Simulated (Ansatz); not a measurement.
# MgPbS3 (model cell, started as cubic perovskite with Pb in the octahedra): following an unstable mode, part 3 of 3

Aim: this structure of MgPbS3 (model cell, started as cubic perovskite with Pb in the octahedra) is to be tested for unstable modes, and one is followed downhill.

Ansatz 0.2.0; DFT PBEsol, scalar-relativistic, plane waves, PAW; PAW set soft_1.

So far. Step 4 (The mode frozen in, largest atomic shift 0.6 Å): The run ends at a pressure of 0.71 GPa, with forces up to 1.2 eV/Å. Step 5 (Energy along the mode, all amplitudes (two of the runs …): The lowest of the steps tried is the last one, at 0.6 Å, 215 meV/atom below the parent; the bottom of the well need not coincide with a step.

The structure was built from a prototype and need not be the compound's stable phase.

### 7. The new phase in its own primitive cell

The relaxed structure is symmetrised, reduced to its primitive cell and relaxed tightly, as its phonons need.

Input file input.yaml:

```yaml
crystal:
  lattice:
    - [4.7493444875, 0.0, 0.0]
    - [0.0, 5.5821271465, 0.0]
    - [0.0, 0.0, 10.411079401]
  atoms:
    - { symbol: Mg, position: [0.25, 0.0, 0.080050372] }
    - { symbol: Mg, position: [0.75, 0.0, 0.919949628] }
    - { symbol: Pb, position: [0.25, 0.5, 0.7456230263] }
    - { symbol: Pb, position: [0.75, 0.5, 0.2543769737] }
    - { symbol: S, position: [0.0, 0.5, 0.0] }
    - { symbol: S, position: [0.5, 0.5, 0.5] }
    - { symbol: S, position: [0.0, 0.5, 0.5] }
    - { symbol: S, position: [0.5, 0.5, 0.0] }
    - { symbol: S, position: [0.25, 0.0, 0.8365487926] }
    - { symbol: S, position: [0.75, 0.0, 0.1634512074] }
kpoints:
  mp_grid: { grid: [8, 6, 4] }
hamiltonian:
  xc: pbesol
  pseudopotentials: { kind: paw, azcp: { folder: soft_1 }, xc_functional: pbe }
scf:
  occupations: { method: methfessel_paxton, width: 0.2 }
output:
  forces: true
  stress: true
  eigenvalues: true
relax:
  adjacent_minimum: "off"
  f_tol: 0.001
  max_steps: 60
  cell: { stress_tol: 0.01 }
```

The run is started by

```bash
ansatz run input.yaml --threads 8 --pin off --max-ram 16384MiB --backend cpu --events-out ev --progress --plain --runs-dir out
```

Numbers of over 12 decimals in the logs are rounded to 6 here.

Output:

```text
[...]
Crystal: 10 atoms, lattice volume = 276.013 Å³
Basis set: ecut = 420 eV, 5399 PW (Γ), exchange–correlation on 64×80×144 points (8 copies of the dense FFT grid, shifted against one another)
Bands: 52, of which v1, the nominal top of the filled ones, is band 42 counted from 1 (41 counted from 0)
Symmetry: 8 space group operations
[...]
k-points: 60 of 192
[...]
- { symbol: Mg, position: [0.75, 0, 0.919724] }
    - { symbol: Pb, position: [0.250000, 0.500000, 0.743975] }
    - { symbol: Pb, position: [0.75, 0.500000, 0.256025] }
    - { symbol: S, position: [0, 0.500000, 0] }
    - { symbol: S, position: [0.500000, 0.500000, 0.500000] }
    - { symbol: S, position: [0, 0.500000, 0.500000] }
    - { symbol: S, position: [0.500000, 0.500000, 0] }
    - { symbol: S, position: [0.250000, 0, 0.836286] }
    - { symbol: S, position: [0.75, 0, 0.163714] }
[key lines of the parts left out:]
SCF converged after 8 iterations
Free energy (F): -32651.764241 eV
Fermi energy:    5.146918 eV
P = ⅓ Tr σ = 0.0002 GPa (0.002 kbar)
```

Elapsed: 55 s, on 8 threads of Arm Neoverse V1, shared host; peak memory 1.3 GiB.

Relaxation path:

```csv
step,energy less that of the first step (eV),largest force component (eV/Å),pressure (GPa),volume (Å³)
1,0.0000,0.2092,-0.18,276.01
2,0.0010,0.2900,-0.16,276.45
3,-0.0072,0.0245,-0.04,275.47
4,-0.0074,0.0051,0.00,275.18
5,-0.0074,0.0020,0.00,275.17
6,-0.0074,0.0001,0.00,275.16
7*,-0.0073,0.0001,0.00,275.16
```

Relaxation steps marked * repeat the geometry before them on a plane-wave basis chosen anew for their cell, so energy and pressure can jump there. Relaxation step 2 was tried and not accepted.

The run keeps the 8 symmetry operations that it works with, so distortions that break them were not tested.

```csv
"conventional cell, symmetrised",before,after,change
a (Å),4.749,4.724,-0.5 %
b (Å),5.582,5.588,+0.1 %
c (Å),10.411,10.422,+0.1 %
volume (Å³/atom),27.60,27.52,-0.3 %
```

The atoms that moved most (Å, as changes of fractional coordinates times the final cell):

```csv
atom,dx,dy,dz,length
Pb3,0.000,0.000,-0.017,0.017
Pb4,0.000,0.000,0.017,0.017
```

The relaxed structure:

```cif
data_structure
_symmetry_space_group_name_H-M 'P 1'
_symmetry_Int_Tables_number 1
_cell_length_a 4.7243
_cell_length_b 5.5885
_cell_length_c 10.4220
_cell_angle_alpha 90.000
_cell_angle_beta 90.000
_cell_angle_gamma 90.000
_cell_volume 275.16
loop_
_atom_site_label
_atom_site_type_symbol
_atom_site_fract_x
_atom_site_fract_y
_atom_site_fract_z
_atom_site_occupancy
Mg1 Mg 0.25000 0.00000 0.08028 1
Mg2 Mg 0.75000 0.00000 0.91972 1
Pb3 Pb 0.25000 0.50000 0.74397 1
Pb4 Pb 0.75000 0.50000 0.25603 1
S5 S 0.00000 0.50000 0.00000 1
S6 S 0.50000 0.50000 0.50000 1
S7 S 0.00000 0.50000 0.50000 1
S8 S 0.50000 0.50000 0.00000 1
S9 S 0.25000 0.00000 0.83629 1
S10 S 0.75000 0.00000 0.16371 1
```

This step gave:

- pressure: 1.72e-4 GPa
- volume per atom: 27.52 Å³

The largest force component left is 0.068 meV/Å and the pressure is 0.000 GPa, within the tolerances set. The cell now holds 27.52 Å³/atom.

### 8. Modes of the new phase, k-mesh 8×6×4

A relaxed structure may still be a saddle point, so its zone-centre modes are computed. No field response is asked, since the mesh shows no gap.

input.yaml, the sections that differ from step 7:

```yaml
crystal:
  lattice:
    - [4.7242769889, 0.0, 0.0]
    - [0.0, 5.5884864452, 0.0]
    - [0.0, 0.0, 10.4220326084]
  atoms:
    - { symbol: Mg, position: [0.25, 0.0, 0.0802756712] }
    - { symbol: Mg, position: [0.75, 0.0, 0.9197243288] }
    - { symbol: Pb, position: [0.25, 0.5, 0.7439747813] }
    - { symbol: Pb, position: [0.75, 0.5, 0.2560252187] }
    - { symbol: S, position: [0.0, 0.5, 0.0] }
    - { symbol: S, position: [0.5, 0.5, 0.5] }
    - { symbol: S, position: [0.0, 0.5, 0.5] }
    - { symbol: S, position: [0.5, 0.5, 0.0] }
    - { symbol: S, position: [0.25, 0.0, 0.8362861844] }
    - { symbol: S, position: [0.75, 0.0, 0.1637138156] }
output:
  eigenvalues: true
phonons:
  method: dfpt
# kpoints, hamiltonian, scf: as in step 7
# relax: removed
```

Output:

```text
zone centre: on kpoints.mp_grid the ground state, and the responses unless they are solved on pairs of k-points, stand on 72 of the mesh's 192 k-points, reduced under 2 symmetry operations, with k and −k counted as one. Each operation leaves every solved displacement unchanged or reverses it
[...]
Crystal: 10 atoms, lattice volume = 275.158 Å³
Basis set: ecut = 420 eV, 5403 PW (Γ), exchange–correlation on 64×80×144 points (8 copies of the dense FFT grid, shifted against one another)
Bands: 52, of which v1, the nominal top of the filled ones, is band 42 counted from 1 (41 counted from 0)
Symmetry: 8 space group operations
k-points: 72 of 192 (irreducible under 2 space group operations, time reversal used)
[...]
SCF iter   1: F=—  HF=-32656.045383 eV  |F-HF|=—  |Δ(HF+E_count)|=         —  Δρ=4.23e-2  dr2=3.52e1  ethr=3.10e-3  ⟨swp⟩=10.0  Hψ=19987  notcnv=0
[...]
SCF iter  15: F=-32651.764241 eV  HF=-32651.764241 eV  |F-HF|=7.28e-12  |Δ(HF+E_count)|=  7.28e-12  S|Δr|=    0.00e0  Δρ=2.62e-8  dr2=4.14e-12  ethr=1.00e-12  ⟨swp⟩=17.6  Hψ=25687  notcnv=0
SCF 1 converged in 15 iterations: F = -32651.764241 eV  dr2 = 4.14e-12
[...]
DFPT response loops at Γ: preconditioner auto → none (partly filled bands, converged f_vac=0.168); β = 0.50; Broyden in place of MSR1
SCF converged after 15 iterations
[...]
Free energy (F): -32651.764241 eV
[...]
Internal energy: -32651.755085 eV  (E = F + TS)
E sigma→0 (E₀):  -32651.761952 eV
Entropy (-TS):   -0.009156 eV (-0.916 meV/atom)
Fermi energy:    5.146918 eV
[...]
--- Band table (eV; the first three rows and the last of 72) ---
  k-point 0: bands = [... 38 lower, 4.0648, 4.2915, 4.7217, 5.4310, 6.0207, 6.8108, 6.9111, 7.2637, ... 6 higher]
  k-point 1: bands = [... 38 lower, 3.7268, 4.2915, 4.4872, 5.4309, 6.1264, 6.8494, 7.5892, 7.6406, ... 6 higher]
  k-point 2: bands = [... 38 lower, 3.9097, 4.1792, 4.2915, 5.4308, 6.1891, 6.8195, 8.0568, 8.3990, ... 6 higher]
  k-point 71: bands = [... 38 lower, 4.0495, 4.0495, 4.1827, 4.1827, 4.5805, 4.5805, 5.8519, 5.8519, ... 6 higher]
--- Phonons (Γ-DFPT): 15 representative perturbations + reference, on 72 of 192 k-points (Σ response iterations 46) ---
  k mesh reduced under 2 symmetry operations, with k and −k counted as one. Each operation leaves every solved displacement unchanged or reverses it
  ASR residual: 1.663e-4 → 0.000e0 eV/Å²; symmetrization residual: 1.275e-5 eV/Å²
  ASR residual per site (eV/Å²): 6.64e-5 6.64e-5 1.63e-5 1.63e-5 4.28e-5 1.66e-4 1.66e-4 4.28e-5 3.70e-5 3.70e-5
  Γ frequencies (cm⁻¹): -158.29 -154.74 -149.20 -73.31 -43.36 -30.01 -11.56 0.00 0.00 0.00 44.82 45.43 55.39 72.75 78.85 89.54 122.64 125.75 174.59 174.69 194.36 210.17 219.59 232.87 250.55 264.17 264.35 287.65 306.45 339.87
  non-analytic LO–TO correction: not included (Born effective charges unavailable; polar crystals: no LO–TO splitting at Γ)
```

Run time: 3.9 min. Hardware: 8 threads; peak memory 3.3 GiB; 30 min of CPU time.

This step gave:

* sum-rule residual before enforcement: 1.66e-4 eV/Å²
* point group: mmm
* highest optical mode at the zone centre (no LO-TO term): 339.9 cm⁻¹
* lowest optical zone-centre mode: -158.3 cm⁻¹

Patterns of degenerate modes are one choice out of their space. Modes at Γ, with each element's share of the kinetic energy (negative means imaginary):

```csv
mode,frequency (cm⁻¹),symmetry,Mg %,Pb %,S %
1,-158.3,B3u,7,0,93
2,-154.7,B2u,67,0,33
3,-149.2,B3g,100,0,0
4,-73.3,Au,0,0,100
5,-43.4,B1u,0,10,90
6,-30.0,B2u,4,2,94
7,-11.6,B3u,0,8,92
8,0.0,acoustic,7,63,29
9,0.0,acoustic,7,63,29
10,0.0,acoustic,7,63,29
11,44.8,B3g,0,97,3
12,45.4,B3u,28,23,50
13,55.4,B2g,0,100,0
14,72.8,B2u,20,33,46
15,78.8,Au,0,0,100
16,89.5,B1u,24,23,53
17,122.6,Ag,0,97,3
18,125.8,B1u,11,1,88
19,174.6,B3u,1,6,93
20,174.7,B2g,15,0,85
21,194.4,B1u,0,3,97
22,210.2,B3g,0,3,97
23,219.6,Ag,16,3,80
24,232.9,B2u,0,2,98
25,250.6,B1u,1,0,99
26,264.2,Ag,83,0,17
27,264.4,B3u,9,0,91
28,287.6,B3u,48,0,52
29,306.4,B1u,56,0,44
30,339.9,B2g,85,0,15
```

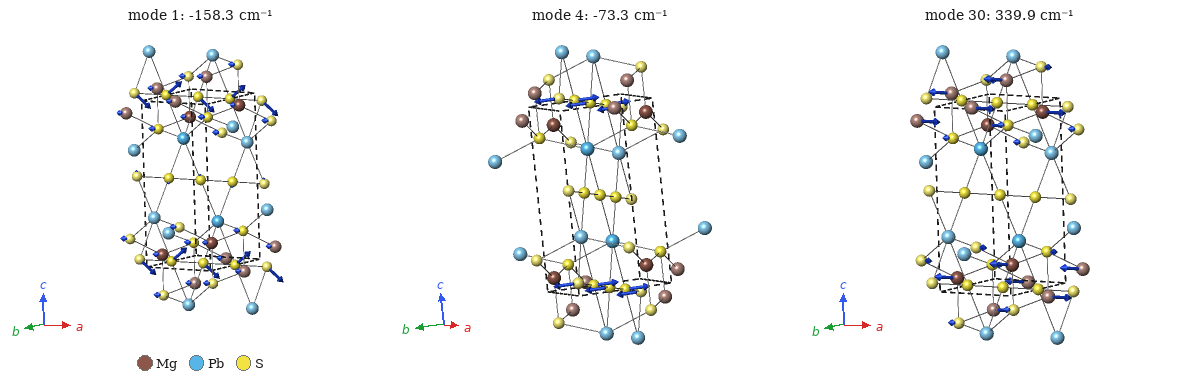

Displacement patterns of modes 1, 4 and 30 at Γ; arrows are exaggerated. Some periodic images of atoms are drawn too.

Before it was imposed, the acoustic sum rule was missed by 1.7e-4 eV/Å². Small misses are needed for a sound result but don't prove that mesh and cutoff are converged. The lowest optical mode is imaginary, 158.3i cm⁻¹, so the energy falls along it.

### 9. Outcome

```json
{
 "unstable mode of the parent": "q = (0, -0.5, -0.5), 204i cm⁻¹",
 "depth at the lowest point sampled": "215 meV/atom",
 "largest atomic shift at that point": "0.6 Å",
 "space group reached (within 0.01 Å)": "Pmma",
 "energy gained over the parent (first relaxation, on the mesh of the frozen mode)": "647 meV/atom",
 "volume per atom, phase reached": "27.5 Å³",
 "lowest optical zone-centre mode, phase reached": "-158 cm⁻¹",
 "highest optical mode at the zone centre (no LO-TO term), phase reached": "340 cm⁻¹"
}
```

**Reading.** Along this mode the structure falls into Pmma, 647 meV/atom below the parent. At the parent's cell the well is 215.1 meV/atom deep on the steps tried, with its lowest point at a shift of 0.6 Å. That is the last step tried, so the steps alone don't bracket the bottom of the well. Relaxing atoms and cell changes the gain by +432.17 meV/atom against the lowest step (energies at zero smearing). Most of the total comes from this relaxation. The new phase still has an imaginary mode at the zone centre of its cell, so it is a saddle point on the way to a lower structure. Of the 4 patterns followed to their end from this parent, this one ends 23.8 meV/atom above the lowest, P4_2/mmc. Each path keeps the symmetry of its pattern, so a lower phase may lie along a pattern not tried. With no gap, or one that is small against the smearing, the frequencies hang on the k mesh and the smearing, most of all near Kohn anomalies. Spin-orbit coupling is left out, which can matter for the heavy elements here. The PAW files were made for PBE and serve the other functionals too. The starting cell was built on a prototype and not taken from a measurement, so the phase need not exist.

[Logs are printed without paths, hosts, clocks, repeated set-up lines and the standing remarks that a program may print on its own settings, such as how far it seeks lower states.]

[Hosts, paths, dates, database ids (printed as entryN), source tags and the programs' standing remarks are cut or masked in the printed files.]
